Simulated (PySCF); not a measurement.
# C5H10SSi: what the fields show

The calculation's input:

```
{"job": {"kind": "uv", "xc": "wB97X-D", "basis": "def2-SVPD", "nstates": 8, "ntriplets": 3}, "charge": 0, "multiplicity": 1}
C     -0.470322     1.723094    -1.463426
C     -1.064011     0.771841    -0.767139
C     -0.877784    -0.695975    -1.012693
C     -0.164205    -1.312674     0.155866
C     -0.759396    -1.907978     1.173724
S      1.622918    -1.196632     0.105990
Si     1.953305     0.664181     1.122105
H      0.184821     1.494812    -2.288525
H     -0.621271     2.767547    -1.248134
H     -1.717998     1.019122     0.059701
H     -0.291972    -0.852659    -1.919845
H     -1.853761    -1.174872    -1.127346
H     -1.831654    -2.010265     1.214745
H     -0.198978    -2.323074     1.993108
H      2.076107     1.733939     0.141054
H      3.194893     0.447072     1.848026
H      0.812312     0.864553     2.002878
```

Run with:

```sh
OMP_NUM_THREADS=1 python probes_run.py task.json out
```

Geometry: GFN2-xTB.

These are results of wB97X-D/def2-SVPD, SCF density, gas phase in PySCF 2.14.0, not measurements.

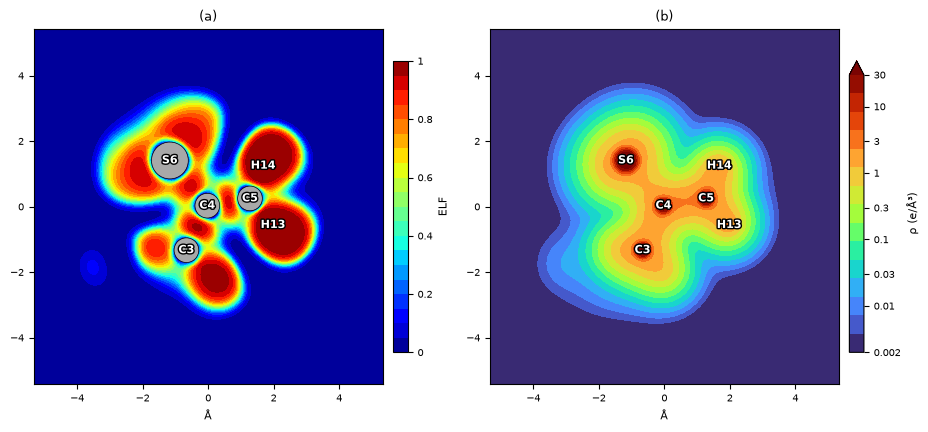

Figure 1. (a) ELF; (b) electron density on the plane of atoms C3, C4 and C5. Grey discs cover the atomic cores in the ELF map.

What does the map show?

Answer. The section cuts through C, S and H sites. C–C (1.32 Å): ρ at the midpoint is about 2.4 e/Å³; the ELF peaks at about 0.90 between the atoms (a short, multiple covalent bond). C–S (1.79 Å): the density is about 1.3 e/Å³ at the midpoint; the ELF peaks at about 0.95 between the atoms (a shared electron pair). C–H (1.08 Å): ρ at the midpoint is about 2 e/Å³; the ELF climbs to about 1 towards the hydrogen, as it does in any bond to H (an ordinary covalent bond to hydrogen). C–C (1.50 Å): ρ at the midpoint is about 1.7 e/Å³; the ELF peaks at about 0.95 between the atoms: a covalent bond. The ELF also peaks beside S6, away from the bonds: lone-pair regions.

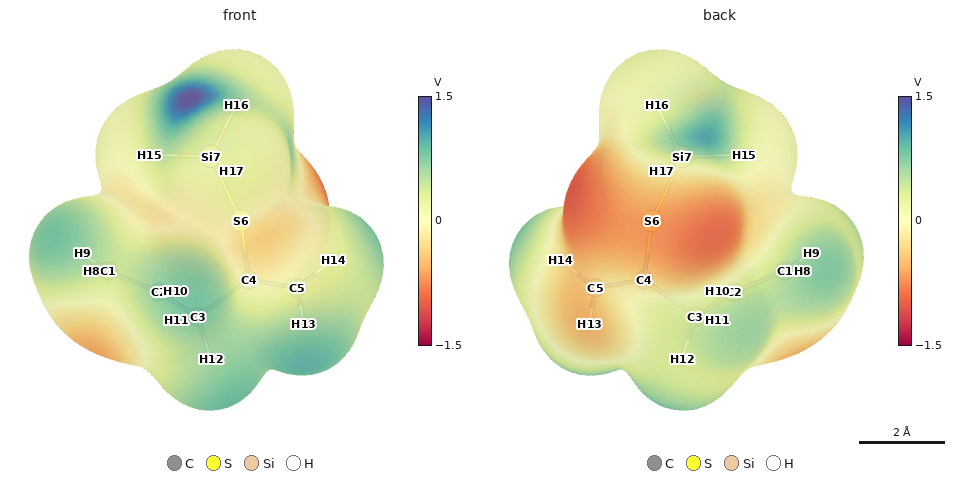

Figure 2. The electrostatic potential painted on the density surface at 0.002 e/bohr³, seen from the front and from behind; red is negative and blue positive.

Which sites attract a positive test charge, and which a negative one?

Answer. A positive charge is drawn to the negative regions and a negative charge to the positive ones. The most negative region (about −1.0 V) lies over S6, the most positive (about +1.4 V) over Si7.

How polar is the molecule by this calculation?

Answer. Its dipole moment is 1.69 D.
